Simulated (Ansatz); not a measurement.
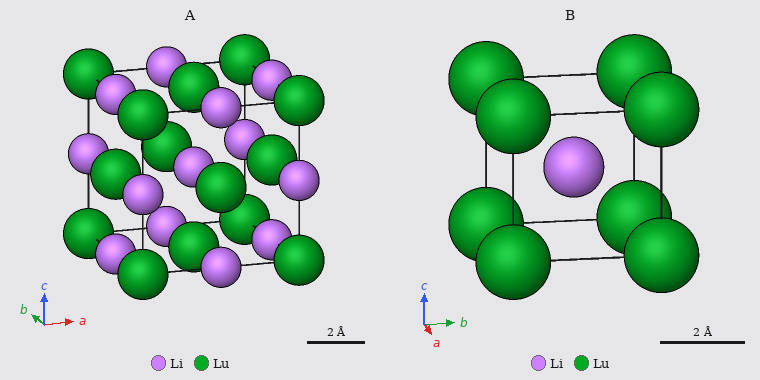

Two structures of LiLu, each relaxed to rest (conventional cells in solid outline, small ones repeated, not to one scale). Method: Ansatz, DFT PBE, scalar-relativistic, plane waves, PAW, without spin polarisation.

Question: Characterise the two forms.

Answer: A: rock salt (NaCl type), Fm-3m. B: caesium chloride (CsCl, B2) type, Pm-3m.

Question: Which of the two does the method prefer?

Answer: B is lower, by 371 meV/atom at this level of theory (energies at zero smearing). Volumes: A 25.6, B 23.9 Å³/atom.

One or both may be structure types tried for this composition rather than known phases.
